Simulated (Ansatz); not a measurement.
Take BeS (space group P4/nmm, No. 129; a = 3.452 Å, c = 5.621 Å; a hypothetical phase, not in the database extracts checked; layered, stacked along the Cartesian z axis) as the base.

One thing is altered: a hydrostatic pressure of 3 GPa.

Computed with PBEsol (Ansatz, an electronic-structure program, PAW, no spin-orbit coupling).

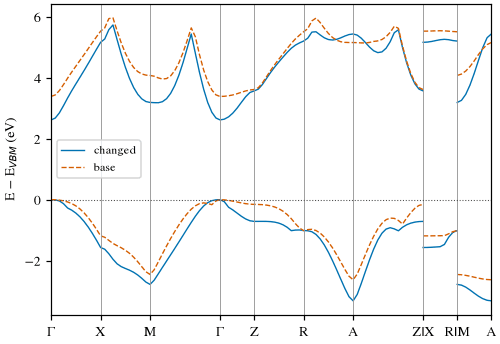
Highest valence and lowest conduction band along the path, each from its own valence-band maximum

Question: From the figure, how large is the changed gap, and is it direct?

Answer: About 2.6 eV, direct at Γ.

Load acts through the strain it causes; cell and atoms are relaxed under it. Whether these cells are dynamically stable was not tested. The base started in Pnma and relaxed to P4/nmm at this level. No dispersion term is included in the PBEsol runs.
